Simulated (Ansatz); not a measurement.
```xyz
10

Al   -1.5026    1.2261   -1.0648
B    -0.0938    0.0782   -0.0717
C     0.5362   -1.2956    0.2721
C     1.1196   -0.0503    0.8841
H    -1.1999    1.7999   -2.5181
H    -2.9062    1.5492   -0.3877
H    -0.0241   -1.9749    0.9084
H     1.1020   -1.8110   -0.4989
H     2.0888    0.2957    0.5361
H     0.9632    0.1314    1.9437
```

Geometry: PBE0-D4/def2-TZVP.

Theory: Ansatz 0.2.0, RKS PBE0-D4/def2-TZVPP.

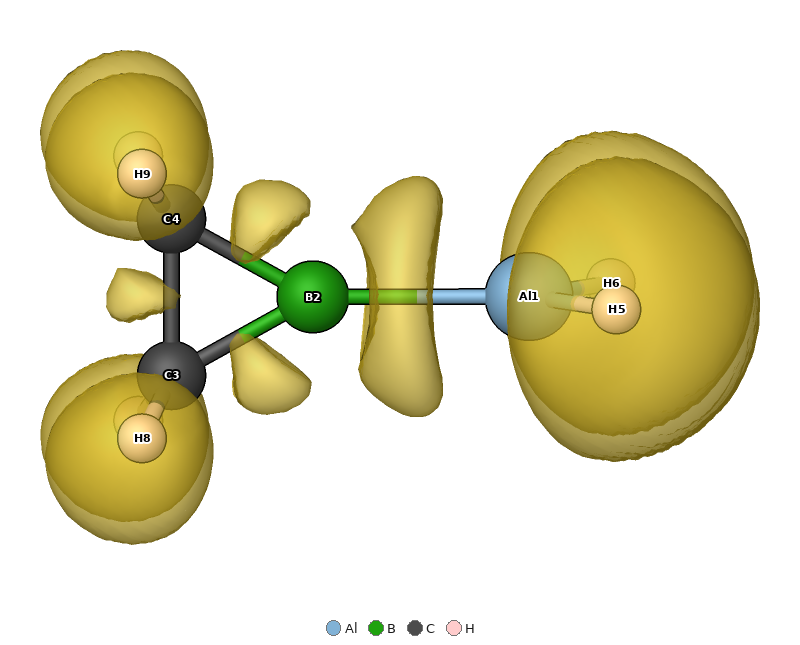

C2H6AlB. Isosurface of the ELF at 0.85 (yellow), seen across its widest extent. Core shells and regions of very low density are left out.

> Identify the bonds, lone pairs and shells in this picture.

The ELF exceeds this value in one region between bonded Al–B atoms (shared pairs), two regions between bonded B–C atoms (shared pairs), one region between bonded C–C atoms (shared pairs) and six regions around hydrogen nuclei. Along the contacts the grid gives the following. C–C (1.51 Å): the ELF peaks at about 0.90 between the atoms; a shared electron pair. C–B (1.55 Å): the ELF peaks at about 0.90 between the atoms (a shared electron pair).
